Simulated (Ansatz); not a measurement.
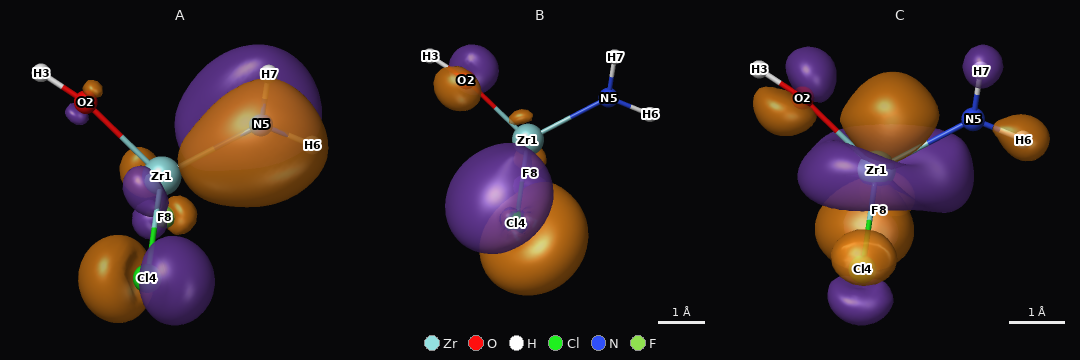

ClFH3NOZr. Three frontier orbitals at ±0.1 Å⁻³ᐟ² (orange and purple are the two phases), in no order.

Core potentials replace the inner electrons of Zr.

These are results of Ansatz 0.2.0, RKS B3LYP/def2-SVP, not measurements.

```
atom    x (Å)    y (Å)    z (Å)
  Zr  -0.1416  -0.0170  -0.0403
   O  -0.2506   0.0670   1.8693
   H  -0.2207  -0.0578   2.8207
  Cl   2.1388  -0.1000  -0.7634
   N  -1.0216   1.6700  -0.7367
   H  -1.3023   1.8266  -1.7059
   H  -1.2453   2.5065  -0.1980
   F  -1.0447  -1.5168  -0.8280
```

**Order the three orbitals by energy and name them.**

B is the HOMO−1 (−8.41 eV). By Hirshfeld shares it lies mainly on Cl4 (about 85 %); largely a lone pair of Cl4. A is the HOMO (−7.40 eV). It lies mainly on N5 (about 65 %), Zr1 (about 15 %) and Cl4 (about 10 %). C is the LUMO (−0.98 eV). Its weight (Hirshfeld) is mainly on Zr1 (about 70 %), O2 (about 5 %), Cl4 (about 5 %) and F8 (about 5 %).

**What is the HOMO–LUMO gap?**

6.42 eV between the orbital energies.
